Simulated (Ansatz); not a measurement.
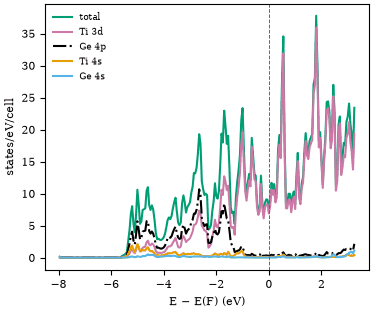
Figure. Total and projected density of states of Ti₅Ge₃ in space group P6_3/mcm (No. 193; Ti on 6g, Ti on 4d, Ge on 6g), r²SCAN in the plane-wave PAW code Ansatz

Question: Which orbitals carry the states next to the Fermi level?

Answer: Within 0.5 eV of the Fermi level: Ti 3d 92 %. Projections are on Löwdin-orthogonalised atomic valence shells; empty p or d shells of many metals are not among them.

Question: Where is the tallest occupied peak in this window, and what makes it?

Answer: Near -1.0 eV, about 23 states/eV per cell; the largest projected share is Ti 3d.

The first step of the workflow began from a Materials Project structure, measured or hypothetical; the Crystallography Open Database files this formula in space group No. 193, but the cells were not matched. Whether it is the stable phase at ambient conditions was not checked. Symmetry was held in the r²SCAN relaxation; whether a distortion lowers the energy is not shown. The run is not spin-polarised. Spin–orbit coupling is left out wherever it is not named.

Potentials: the later of the program's two PAW sets.
